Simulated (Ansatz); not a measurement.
## Electronic structure of BGaH5NO in real space

```xyz
9

O    -0.7468    0.9276   -0.3063
B     0.3424    0.9287    0.6066
N     0.8776   -0.3390    0.6184
Ga   -0.2724   -1.2074   -0.6440
H    -1.2535    1.7241   -0.4565
H     0.6435    1.9219    1.2010
H     1.6594   -0.6359    1.1712
H    -1.4858   -2.0137   -0.0678
H     0.2356   -1.3062   -2.1227
```

Geometry: PBE0-D4/def2-TZVP.

These are results of RKS PBE0-D4/def2-TZVPP in Ansatz, not measurements.

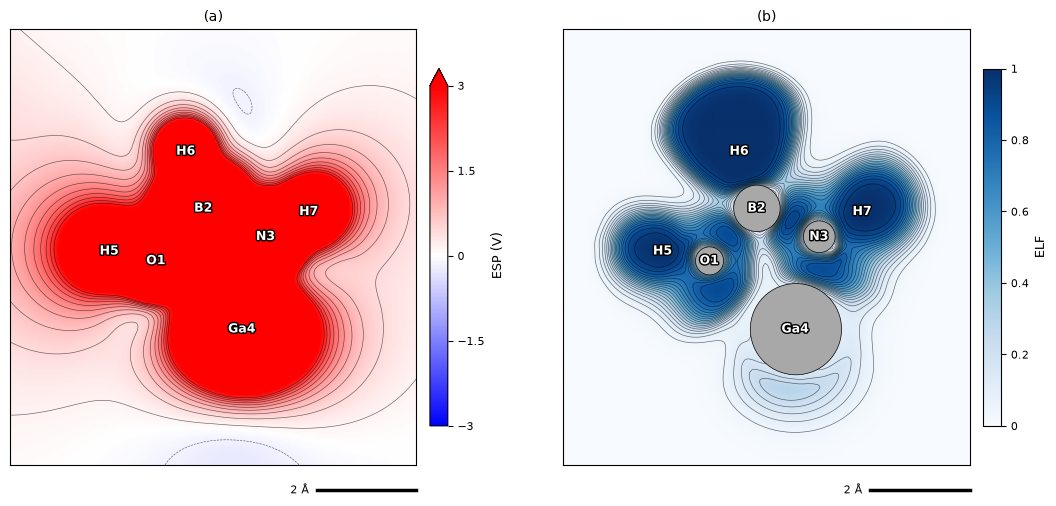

Figure 1. (a) electrostatic potential; (b) ELF on the plane of atoms Ga4, N3 and H7. Grey discs cover the atomic cores in the ELF map.

Describe what can be read from this map.

- The section cuts through O, B, N, Ga and H sites.
- B–N (1.38 Å): the ELF peaks at about 0.90 between the atoms (a polar covalent bond).
- B–O (1.42 Å): the ELF peaks at about 0.90 between the atoms (a shared but strongly polarised pair).
- Ga–N (1.92 Å): the ELF peaks at about 0.85 in the valence shell of N, 0.6 Å from its nucleus, and is about 0.35 at the midpoint.
- Ga–O (2.21 Å): the ELF peaks at about 0.85 in the valence shell of O, 0.6 Å from its nucleus, and is about 0.15 at the midpoint.
- O–H (0.96 Å): the ELF climbs to about 1 towards the hydrogen, as it does in any bond to H: an ordinary covalent bond to hydrogen.
- The potential has no marked negative region in this plane.

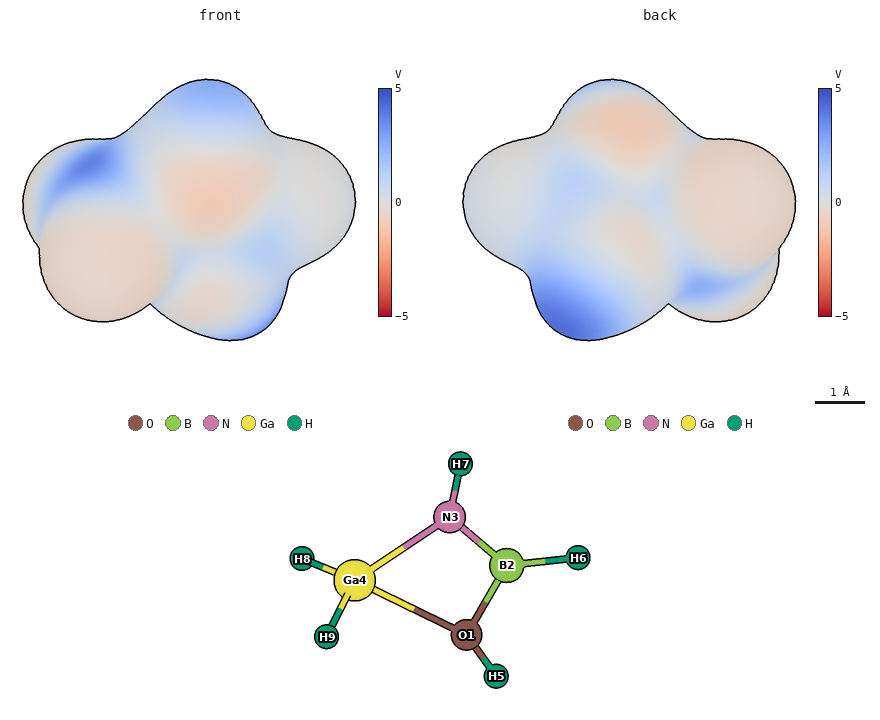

Figure 2. The molecular electrostatic potential painted on the density surface at 0.004 e/bohr³, seen from the front and from behind; red is negative and blue positive. The bare structure is drawn below in the same view.

Where is the surface potential most negative and most positive?

The most negative region (about −1.0 V) lies over N3, the most positive (about +4.0 V) over H5.

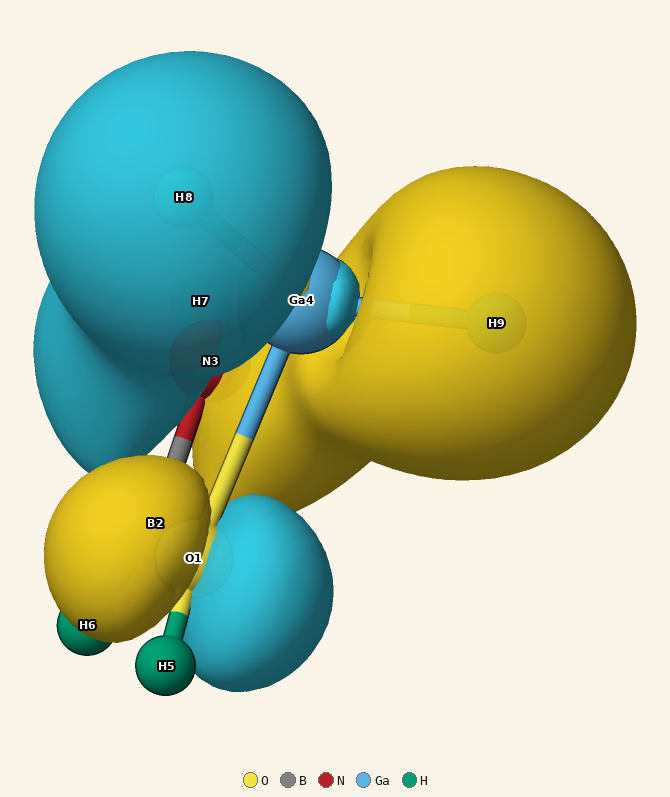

Figure 3. The HOMO−1 at ±0.08 Å⁻³ᐟ² (yellow and cyan are the two phases), seen at an oblique angle.

What is the character of this orbital?

By Hirshfeld shares it lies mainly on Ga4 (about 30 %), H8 (about 20 %), H9 (about 20 %), N3 (about 15 %) and O1 (about 10 %). Its energy is −8.45 eV.
